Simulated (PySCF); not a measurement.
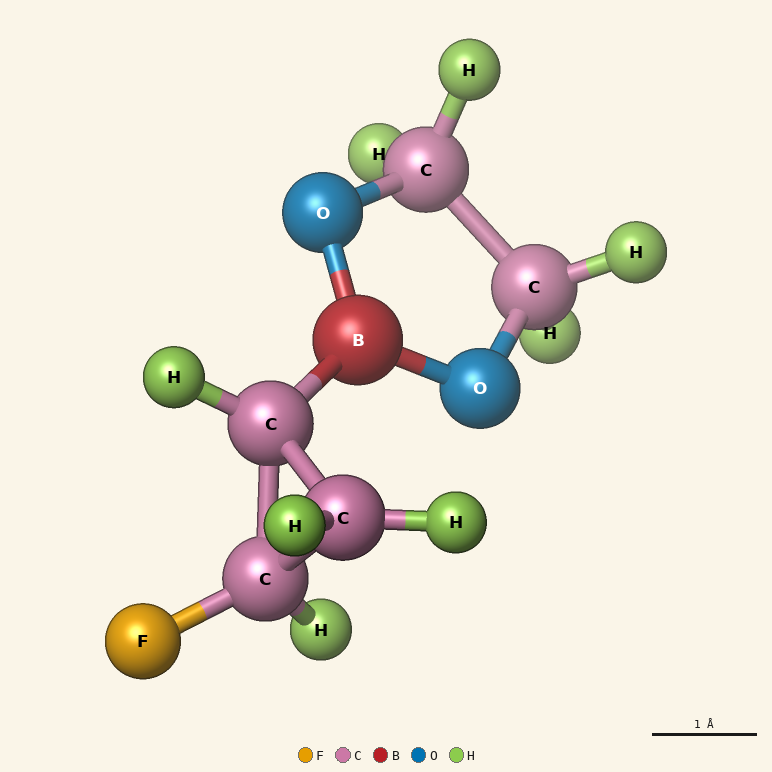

Atoms fade into the background with distance from the viewer. The geometry was computed by an optimisation with PBE0-D3(BJ)/def2-SVP. No frequency run is at hand to confirm it as a minimum. Masses are those of the most abundant isotopes; constants are for the rigid equilibrium geometry.

Question: Classify the rotor and give the rotational constants (MHz).

Answer: An asymmetric top (C1): A = 4346, B = 853, C = 805 MHz. Ray's parameter κ is −0.97, close to the prolate limit.
